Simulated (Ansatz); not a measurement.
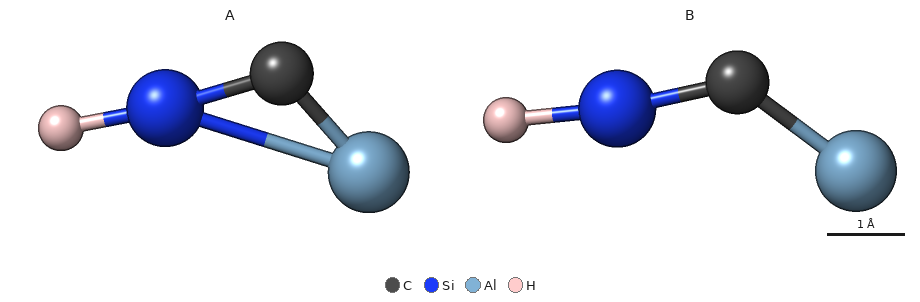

Two geometries of CHAlSi, drawn at one scale. One is the start of a relaxation, the other its converged end. The picture is a ball-and-stick view, seen at a tilt.

Level of theory: RKS PBE-D4/def2-SVP in Ansatz 0.2.0. Settings: force threshold 0.03 eV/Å; at most 250 steps.

Question: Which geometry has the lower energy?

Answer: Structure B is the relaxed one. It is one of the separated reactants of a reaction. The atom that moves furthest after the best rigid fit is the Al atom (0.36 Å). By element the largest moves are Al 0.36 Å, H 0.22 Å, C 0.16 Å, Si 0.11 Å. Near-neighbour distances that change, for instance: Al–Si 2.783 → 3.218 Å, Al–C 1.777 → 1.952 Å, H–Si 1.420 → 1.506 Å, C–Si 1.691 → 1.666 Å. Bond angles that change, for instance: Si–C–Al 106.7° → 125.5°, C–Si–H 170.9° → 173.6°. Over 6 geometry steps the energy falls by 0.436 eV. Largest force component: 3.5 eV/Å at the start, 0.022 eV/Å at the end. Cost: 6.5 s on 2 threads of Arm Neoverse V1, with other jobs on the host.
